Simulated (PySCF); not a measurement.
Molecule: Si(CCH)(Me)3, SMILES C#C[Si](C)(C)C. Atoms near the plane z = 1.2 Å, at the GFN2-xTB optimised geometry (x, y, z in Å): C1 (1.8, -1.2, 0.0), C2 (0.6, -1.2, 0.0), Si3 (-1.2, -1.2, 0.0), C5 (-1.8, 0.6, 0.0), C6 (-1.8, -2.1, 1.6), H7 (2.9, -1.2, 0.0), H11 (-2.9, 0.7, 0.0), H12 (-1.5, 1.2, 0.9), H14 (-1.5, -3.1, 1.6), H15 (-1.5, -1.6, 2.5), H16 (-2.9, -2.1, 1.6).

Method: B3LYP/def2-TZVP in PySCF. Cells within 0.4 Å of a nucleus heavier than hydrogen are left out (blank, or x). The values are rescaled to run from 0 to 1.

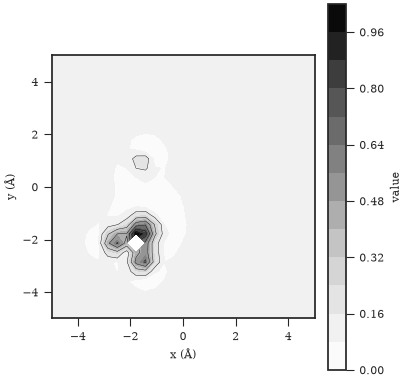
*a field on the plane z = 1.2 Å.*

Task: Which quantity is mapped?
(A) an orbital amplitude
(B) deformation density (molecule minus spherical neutral atoms)
(C) electrostatic potential
(D) Laplacian of the electron density

Result: B, deformation density (molecule minus spherical neutral atoms). In full: deformation density (molecule minus spherical neutral atoms) (e/bohr³).
